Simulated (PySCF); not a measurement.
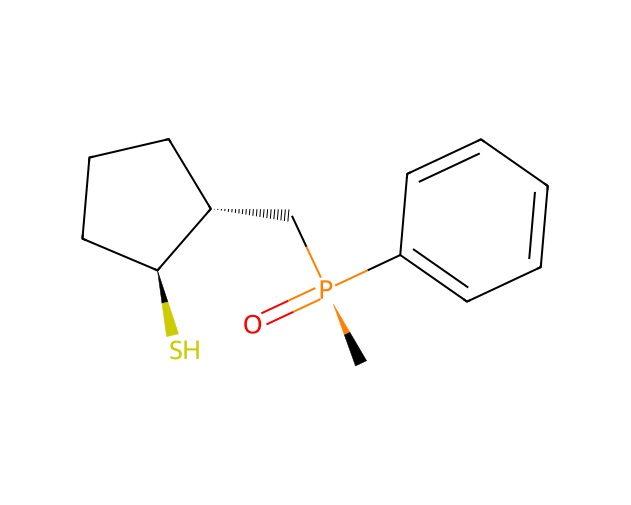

The drawing above gives the connectivity. Computed geometry: GFN2-xTB optimisation. No frequency run is at hand to confirm it as a minimum.

What does the molecule look like in three dimensions?

The molecule is C13H19OPS. SMILES: `C[P@@](=O)(C[C@H]1CCC[C@@H]1S)c1ccccc1`. Independent rings (smallest set): 1 of 5 members, 1 of 6 members, 1 of them aromatic. Among its groups: thiol. This geometry has C1 symmetry.

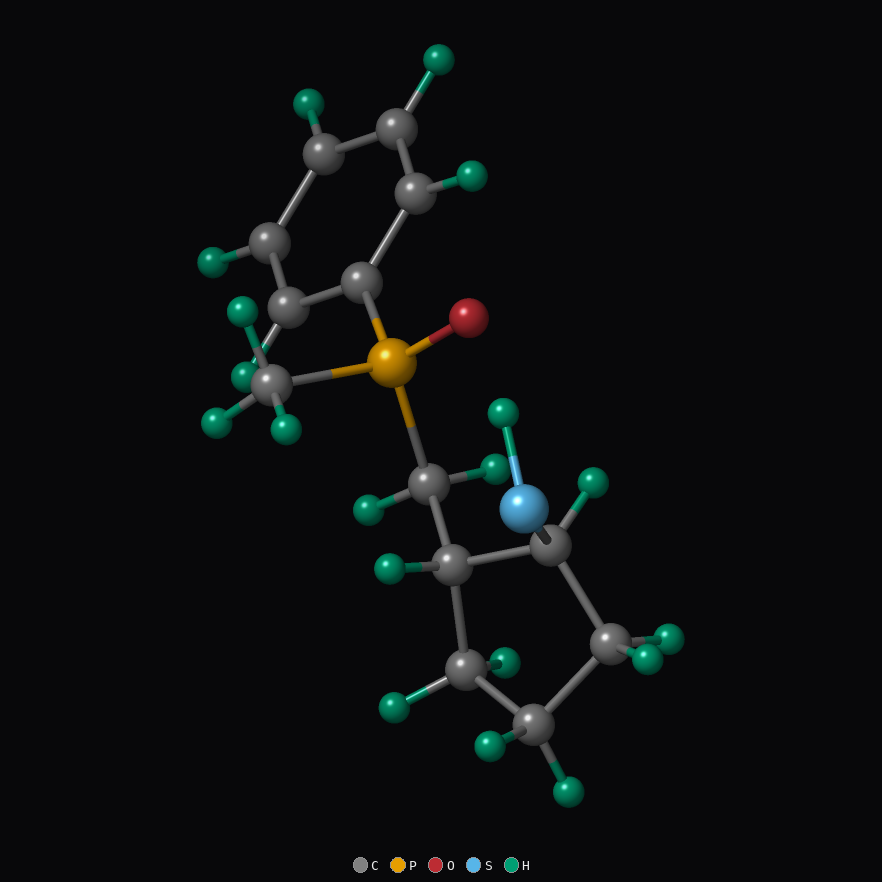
